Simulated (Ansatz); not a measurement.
Run report: SiH6OF2, single-point calculation

System: SiH6OF2.
Method: RKS PBE0-D4/def2-TZVPP (Ansatz 0.2.0).

The geometry is a transition state. The reaction was set up to form Si1–F7, H6–F9 and H2–H8 and to break Si1–H2, H6–F7 and H8–F9 (atoms counted from 1 in the order of the input); sticks are drawn by distance alone. The geometry comes from this level: PBE0-D4/def2-TZVP.

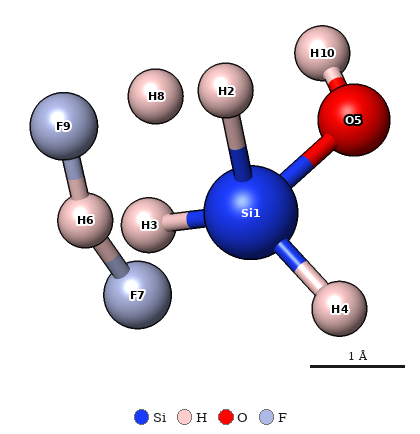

**Figure 1.** The structure as given in the input (ball-and-stick view, seen at a tilt; atoms are numbered from 1 in the order of the input).

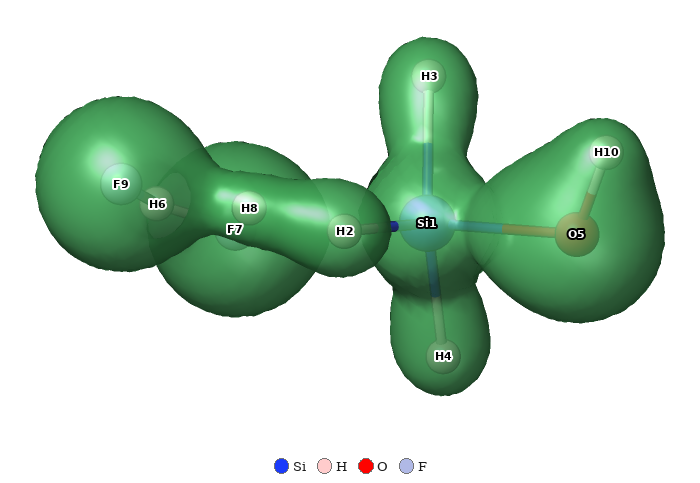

**Figure 2.** Isosurface of the total electron density at 0.6 e/Å³ (green), seen from the side. At this value the surface falls into two separate pieces. It is pinched off along the Si···F (1.93 Å) contacts. On the grid the lowest density along these lines, outside the cores, is 0.42 e/Å³ (Si···F, 1.93 Å), 0.98 e/Å³ (Si–O, 1.66 Å), 2.5 e/Å³ (O–H, 0.96 Å) and 1.3 e/Å³ (F–H, 1.11 Å).

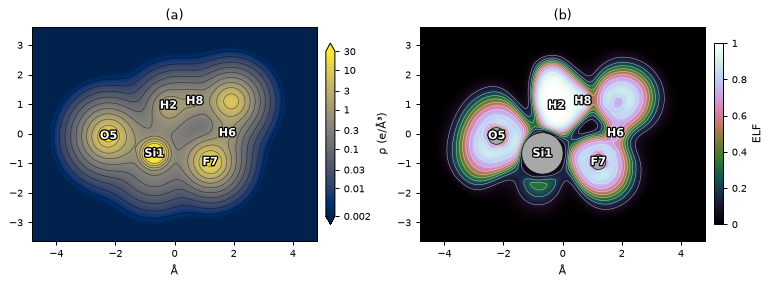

**Figure 3.** (a) total electron density; (b) ELF on the plane of atoms H2, Si1 and O5. Grey discs, where drawn, cover atomic cores. Atoms in the plane: Si, H, O and F. Si1···F7 (1.93 Å): ρ is about 0.54 e/Å³ halfway, with its minimum of 0.42 e/Å³ about 0.8 Å from Si; the ELF peaks at about 0.85 between the atoms.

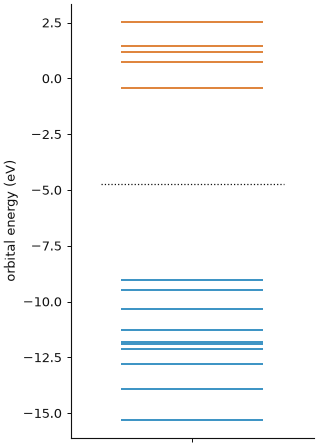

**Figure 4.** Orbital energies near the frontier; the dotted line parts filled from empty levels, and levels within 0.02 eV of each other stand side by side. Highest filled −9.03 eV, lowest empty −0.42 eV, 8.61 eV apart.

These pictures come from the run below.

The input
```yaml
crystal:
  periodic: [false, false, false]
  atoms:
    - {symbol: Si, position_ang: [0.703208, 0.396193, -0.030600]}
    - {symbol: H, position_ang: [-0.970876, 0.344791, -0.164419]}
    - {symbol: H, position_ang: [1.335452, -0.592105, -0.927026]}
    - {symbol: H, position_ang: [1.265201, 1.019358, 1.174245]}
    - {symbol: O, position_ang: [0.604595, 1.772083, -0.960584]}
    - {symbol: H, position_ang: [-0.668175, -1.518315, 0.974772]}
    - {symbol: F, position_ang: [0.405202, -1.105066, 1.140020]}
    - {symbol: H, position_ang: [-1.366500, -0.446322, 0.096821]}
    - {symbol: F, position_ang: [-1.710526, -1.540371, 0.589143]}
    - {symbol: H, position_ang: [0.402417, 1.669755, -1.892373]}
basis:
  gaussian: {orbitals: def2-TZVPP}
hamiltonian: {xc: pbe0, dispersion: d4}
output: {orbitals: {seedname: orbitals}}
```

Run as:
```bash
ansatz run in.yaml --threads 4 --pin off --events-out ev --progress --plain --max-ram 9574MiB
```

Output
```
Functional definition: PBE0
  name "PBE0"
  cite "Adamo & Barone, J. Chem. Phys. 110, 6158 (1999) doi:10.1063/1.478522"
  cite "Perdew, Burke & Ernzerhof, Phys. Rev. Lett. 77, 3865 (1996) doi:10.1103/PhysRevLett.77.3865"
  parent pbe
  parameter a = 0.25
  parameter kappa = 0.804
  parameter beta = 0.06672455060314922
  exchange = (1 - a)*pbe_x(kappa = kappa, mu = beta*pi^2/3) + a*exact_x
  correlation = pbe_c(beta = beta)
1108 factors; their error is unknown
mean field evaluation 1: about -15443.6140 eV, gradient 6.3e1 eV
mean field evaluation 2: about -15431.9886 eV, gradient 1.0e2 eV
mean field evaluation 4: about -15449.2885 eV, gradient 5.7e0 eV
mean field evaluation 8: about -15449.3335 eV, gradient 1.1e-1 eV
mean field evaluation 16: about -15449.3740 eV, gradient 3.2e-5 eV
mean field -15449.37399812 eV, -567.7540224691 hartree, gradient 3.2e-5 eV, S^2 0.000000; 0 other end points of the search recorded, 0 dependent functions left out
reference -15449.37402515 eV, -567.7540234625 hartree; 23, 23 occupied and 196, 196 virtual orbitals, 1108 factors
Total energy: -15449.48751403 eV, -567.7581941020 hartree
```

Key numbers

| quantity | value |
| --- | --- |
| outcome | converged |
| total energy | −15449.4875 eV |
| mean-field energy | −15449.3740 eV |
| dispersion energy | −0.1135 eV |
| SCF solution under orbital rotations | stable |
| HOMO | −9.03 eV |
| LUMO | −0.42 eV |
| hardware | 4 threads of Arm Neoverse V1, 23 GiB of memory available, shared host |
| wall time | 1.9 s (CPU time 7.1 s) |
| peak memory | 0.43 GiB |
